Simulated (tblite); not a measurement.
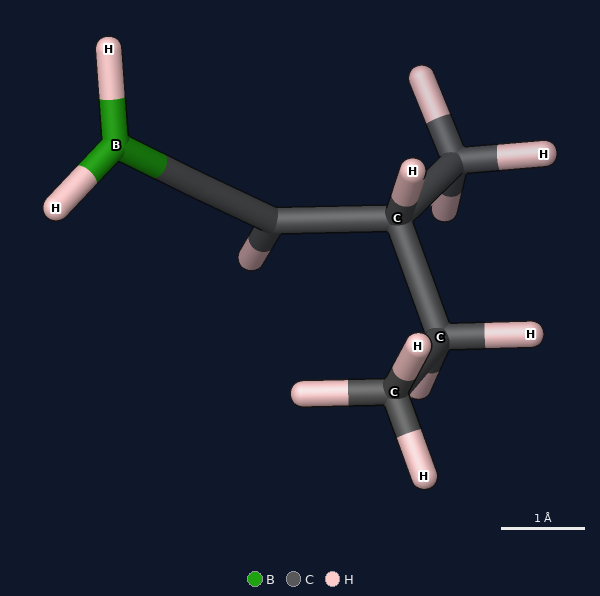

*The input geometry (stick view, seen at a tilt).*

Bond lengths as drawn: B–C 1.46 Å, B–H 1.17 Å, C–C 1.29 to 1.53 Å and C–H 1.09 Å.

**C$_{6}$H$_{12}$B: frequency calculation**

The run: frequency calculation of C$_{6}$H$_{12}$B, multiplicity 2. Method and program: GFN2-xTB harmonic vibrations, gas phase (tblite 0.8.0).

It belongs to a series of runs on one base structure; here: H added to sp C.

## The program's output
```
mode    cm-1     km/mol
  1      32.0      0.57
  2      87.5      0.02
  3     117.9      0.02
  4     202.1      0.32
  5     213.7      0.04
  6     236.2      1.84
  7     237.8      0.21
  8     269.0      1.43
  9     347.5      4.27
 10     385.4      0.04
 11     412.1      1.95
 12     484.2      0.35
 13     741.0     11.86
 14     749.9     68.78
 15     793.6     35.70
 16     815.3     16.02
 17     861.6      0.83
 18     902.6      0.82
 19     987.8      5.50
 20    1002.1     14.14
 21    1035.7      2.58
 22    1076.3      2.71
 23    1097.3      2.77
 24    1122.5      1.67
 25    1159.9      0.82
 26    1166.9     19.93
 27    1211.7      2.99
 28    1256.0      1.22
 29    1287.4      2.69
 30    1310.7     20.77
 31    1346.8      1.88
 32    1410.2      1.19
 33    1416.8      3.21
 34    1487.4      0.41
 35    1498.2      1.51
 36    1499.7      2.28
 37    1501.0      3.60
 38    1505.0      1.68
 39    1843.9     48.32
 40    2582.8    168.34
 41    2601.5    125.26
 42    2937.6      2.00
 43    2946.1     25.11
 44    2959.5     58.81
 45    2973.4     41.27
 46    3024.0     39.69
 47    3028.2     37.10
 48    3033.6     54.56
 49    3037.3     15.66
 50    3037.5     59.17
 51    3044.2     23.07
```

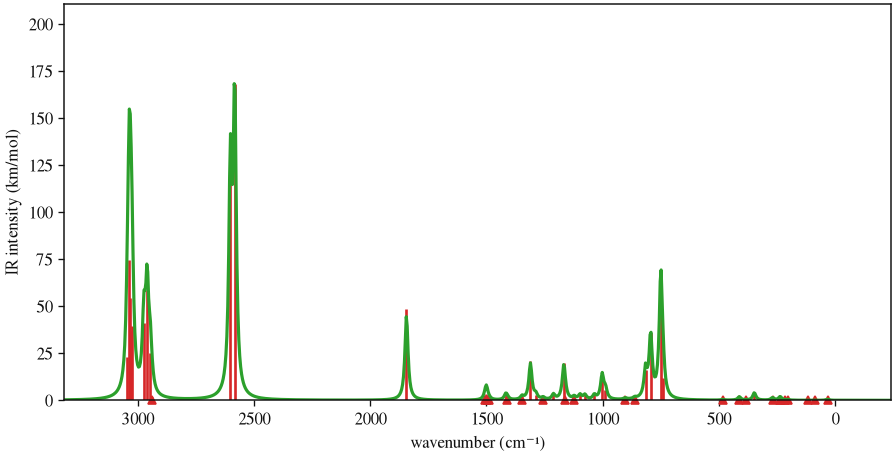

*Harmonic infrared spectrum, unscaled: sticks (degenerate modes added up, dark ones marked on the axis) with a Lorentzian envelope of 16 cm⁻¹ full width, scaled to the tallest stick.*

51 modes from 32 to 3044 cm⁻¹, none imaginary. The strongest line is at 2583 cm⁻¹ (168 km/mol).

This output came from the following input.

## Input
```
{"job": {"kind": "ir", "xc": "GFN2-xTB", "basis": "xTB"}, "charge": 0, "multiplicity": 2}
B      3.251118     0.261915     0.340902
C      1.963060    -0.173635    -0.194134
C      0.806193    -0.544926    -0.633394
C     -0.480790    -0.551496     0.172212
C     -1.126741    -1.932913     0.093917
C     -1.426922     0.528422    -0.366908
C     -0.879944     1.934574    -0.157233
H      3.793023    -0.376207     1.163589
H      3.743887     1.250208    -0.057110
H      0.669623    -0.880462    -1.659483
H     -0.239874    -0.323040     1.215120
H     -1.419882    -2.159945    -0.929623
H     -0.432342    -2.698224     0.433623
H     -2.014594    -1.971561     0.721798
H     -2.388332     0.433335     0.144513
H     -1.599778     0.355836    -1.432220
H      0.086116     2.045113    -0.643828
H     -1.562859     2.673508    -0.569553
H     -0.750765     2.138748     0.903426
```

The first line tells a small driver script what to run in tblite; the rest is the geometry in Å.

Launched with:
```bash
OMP_NUM_THREADS=1 python <driver script> task.json out
```

## Results in brief

| quantity | value |
| --- | --- |
| outcome | converged |
| total energy | −547.0032 eV |
| zero-point energy | 100.5260 kcal/mol |
| hardware | 1 CPU thread, shared host |
| wall time | 0.88 s |
| peak memory | 0.18 GiB |
